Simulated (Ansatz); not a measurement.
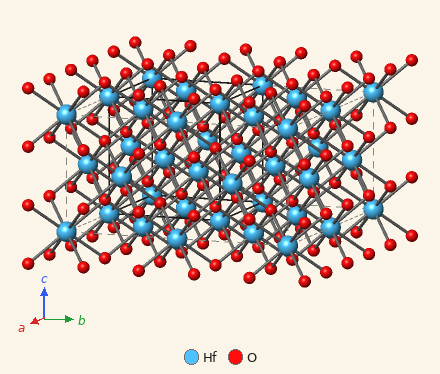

HfO₂ (space group Fm-3m, No. 225). Coordinates: a calculation's input that goes back to an entry of the Crystallography Open Database (an earlier step may have relaxed or displaced it).

Bonds are taken as Hf–O below 2.5 Å; no other contact counts. Atoms with one bond or none are removed and atoms with two bonds are replaced by edges, until no such atom is left.

Q: What kind of net remains, and which atoms are its nodes?

A: A binodal (4,8)-connected, three-periodic net: O is a 4-connected node; Hf is an 8-connected node, in the ratio 2:1.

Q: Does the net have a name?

A: It is the flu net, known from fluorite.

Q: Is the net interpenetrated?

A: It is a single net, without interpenetration.

Q: Give the first five terms of the coordination sequence (nodes one, two, three … edges away).

A: O: 4, 22, 24, 82, 64; Hf: 8, 12, 48, 42, 128.
